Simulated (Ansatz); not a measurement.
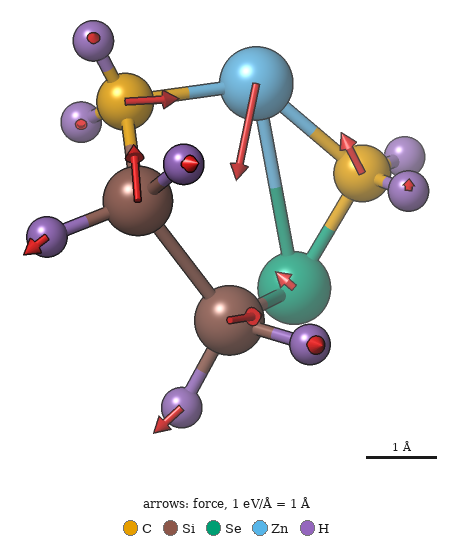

Starting geometry of C$_{2}$H$_{8}$SeSi$_{2}$Zn with the computed forces as red arrows. Style: ball-and-stick. Shown from a free direction.

The start comes from GFN2-xTB.

Method: RKS PBE0-D4/def2-TZVP (Ansatz). Settings: force threshold 0.005 eV/Å; at most 150 steps.

> Is this structure relaxed? If not, where do the atoms go?

It isn't relaxed: the largest force vector, on the Zn atom, is 1.46 eV/Å. The final displacements follow the starting forces only in part (cosine between the two patterns 0.35). The largest move after the best rigid fit is that of the Zn atom, 0.33 Å. Largest moves by element: Zn 0.33 Å, H 0.33 Å, Se 0.16 Å, C 0.10 Å, Si 0.09 Å. Some distances before and after: Se–Zn 3.135 → 2.909 Å, C–Zn 2.051 → 1.935 Å, Si–Si 2.337 → 2.382 Å, H–Si 1.461 → 1.488 Å. Among the angles between lasting bonds that change: C–Zn–C 133.4° → 154.6°, Se–C–Zn 102.4° → 95.5°, Se–Si–H 103.7° → 109.8°. Over 20 accepted moves (21 points after the start) the energy falls by 7.90 kcal/mol. Largest force component: 1.3 eV/Å at the start, 0.0023 eV/Å at the end. The line search rejected the trial step at point 7 of the run. The run took about 110 s of wall time on a shared GPU.
